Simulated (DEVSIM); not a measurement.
Structure: illuminated Si n-on-p cell, one wavelength, at 300 K.

```
layer (left to right)  material  thickness (μm)  Nd (cm⁻³)  Na (cm⁻³)  τn (s)  τp (s)  absorption coefficient (cm⁻¹)
---------------------  --------  --------------  ---------  ---------  ------  ------  -----------------------------
1                            Si           0.230     6.6e18          -  3.6e-7  1.6e-7                           4400
2                            Si             200          -     2.8e15    1e-6    1e-6                           4400
```

Left contact: ohmic, minority hole recombination velocity 600 cm/s. Right contact: ohmic, minority electron recombination velocity 4e5 cm/s. Voltage is applied to the left contact. Recombination: SRH at mid-gap, radiative, Auger. Light enters at the left, 2.7e19 photons cm⁻² s⁻¹, one pass, no reflection. Mobility is μmin + (μ − μmin)/(1 + (N/Nref)^α).

Constants are typed, rounded textbook-type inputs, not results; the design itself was drawn at random and stands for no fabricated device. Values at 300 K.

| parameter | Si |
|---|---|
| gap (eV) | 1.124 |
| affinity (eV) | 4.05 |
| permittivity | 11.7 |
| Nc (cm⁻³) | 2.86e19 |
| Nv (cm⁻³) | 3.1e19 |
| μn (cm²/Vs) | 1417 |
| μp (cm²/Vs) | 470 |
| μn,min | 52 |
| μp,min | 45 |
| Nref,n | 9.7e16 |
| Nref,p | 2.2e17 |
| αn | 0.68 |
| αp | 0.72 |
| B (cm³/s) | 4.7e-15 |
| Cn (cm⁶/s) | 2.8e-31 |
| Cp (cm⁶/s) | 9.9e-32 |

DEVSIM, 1D drift-diffusion, Boltzmann statistics, complete ionisation; no tunnelling, impact ionisation, image-force lowering or self-heating.

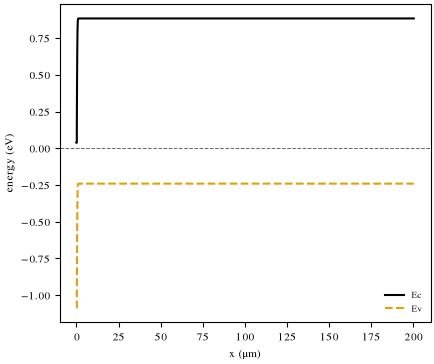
Figure. Band edges at zero bias, in the dark

Energies count from the Fermi level of the right contact; mesh points crowd at the junctions.

| x (μm) | Ec (eV) | Ev (eV) | n (cm⁻³) | p (cm⁻³) | field (V/cm) |
|---|---|---|---|---|---|
| 0.000 | 0.038 | -1.086 | 6.6e18 | < 1e2 | ≈ 0 |
| 0.03146 | 0.038 | -1.086 | 6.6e18 | < 1e2 | ≈ 0 |
| 0.09518 | 0.038 | -1.086 | 6.6e18 | < 1e2 | ≈ 0 |
| 0.1762 | 0.038 | -1.086 | 6.6e18 | < 1e2 | ≈ 0 |
| 0.2284 | 0.050 | -1.074 | 4.1e18 | < 1e2 | 75000 |
| 0.2603 | 0.200 | -0.924 | 1.3e16 | 9200 | 26000 |
| 0.3393 | 0.377 | -0.747 | 1.3e13 | 8600000 | 20000 |
| 0.6413 | 0.796 | -0.328 | 1200000 | 9.4e13 | 7400 |
| 1.274 | 0.883 | -0.241 | 42000 | 2.8e15 | ≈ 0 |
| 2.937 | 0.883 | -0.241 | 42000 | 2.8e15 | ≈ 0 |
| 6.909 | 0.883 | -0.241 | 42000 | 2.8e15 | ≈ 0 |
| 22.10 | 0.883 | -0.241 | 42000 | 2.8e15 | ≈ 0 |
| 53.94 | 0.883 | -0.241 | 42000 | 2.8e15 | ≈ 0 |
| 122.0 | 0.883 | -0.241 | 42000 | 2.8e15 | ≈ 0 |
| 177.2 | 0.883 | -0.241 | 42000 | 2.8e15 | ≈ 0 |
| 190.9 | 0.883 | -0.241 | 42000 | 2.8e15 | ≈ 0 |
| 196.4 | 0.883 | -0.241 | 42000 | 2.8e15 | ≈ 0 |
| 198.7 | 0.883 | -0.241 | 42000 | 2.8e15 | ≈ 0 |
| 199.8 | 0.883 | -0.241 | 42000 | 2.8e15 | ≈ 0 |
| 200.1 | 0.883 | -0.241 | 42000 | 2.8e15 | ≈ 0 |
| 200.2 | 0.883 | -0.241 | 42000 | 2.8e15 | ≈ 0 |
| 200.2 | 0.883 | -0.241 | 42000 | 2.8e15 | ≈ 0 |
